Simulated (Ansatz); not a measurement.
**HNC (hydrogen isocyanide): where methods fail along a bond**

The species is HNC (3 atoms), meant as a singlet with charge 0. As SMILES, `[C-]#[NH+]`. The coordinates come from a PBE0-D4/def2-TZVP relaxation.

| atom | x (Å) | y (Å) | z (Å) |
| --- | --- | --- | --- |
| C | -0.6235 | 0.8835 | -0.2415 |
| N | 0.0314 | -0.0441 | 0.0122 |
| H | 0.5921 | -0.8395 | 0.2293 |

The C1–N2 distance is scanned; the parts on either side stay rigid. Basis STO-3G, 2 core orbitals frozen in the correlated methods; program Ansatz 0.2.0. FCI is exact within this basis and core. Energies in eV from each method's value at 1.163 Å; methods without a U are spin-restricted; a dash marks a point that is missing or didn't converge. The shape above is that at 1.163 Å.

```
distance (Å)     HF   BLYP  r2SCAN  B3LYP  r2SCAN0  B2PLYP  UMP2   FCI
       1.158   0.01   0.04    0.03   0.03     0.02    0.03  0.03  0.03
       1.163   0.00   0.00    0.00   0.00     0.00    0.00  0.00  0.00
       1.448   3.48   1.44    1.88   1.94     2.33    1.72     –  1.68
       1.454   3.60   1.52    1.97   2.02     2.43    1.80     –  1.76
       2.317  11.32  10.13   11.53  11.80    12.98   12.77     –  7.68
       2.327  11.33  10.19   11.60  11.86    13.04       –  7.76  7.69
       2.896  11.49  12.09   13.53  13.50    14.18   13.59     –  7.86
       2.909  11.50  12.12   13.56  13.52    14.19       –  7.88  7.87
```

Departure from the FCI curve at its largest: HF +3.64 eV at 2.32 Å; BLYP +4.25 eV at 2.91 Å; r2SCAN +5.68 eV at 2.91 Å; B3LYP +5.65 eV at 2.91 Å; r2SCAN0 +6.32 eV at 2.91 Å; B2PLYP +5.73 eV at 2.90 Å; UMP2 +0.07 eV at 2.33 Å. Restricted functionals keep the electrons paired too, and rise too high. Restricted Hartree–Fock keeps the electrons paired, so it rises far too high as the bond breaks.

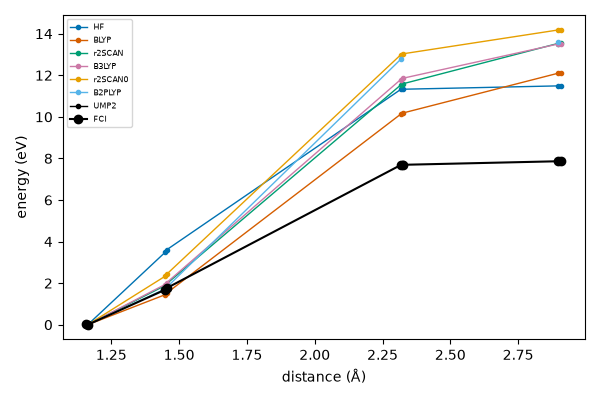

The curves of the table.
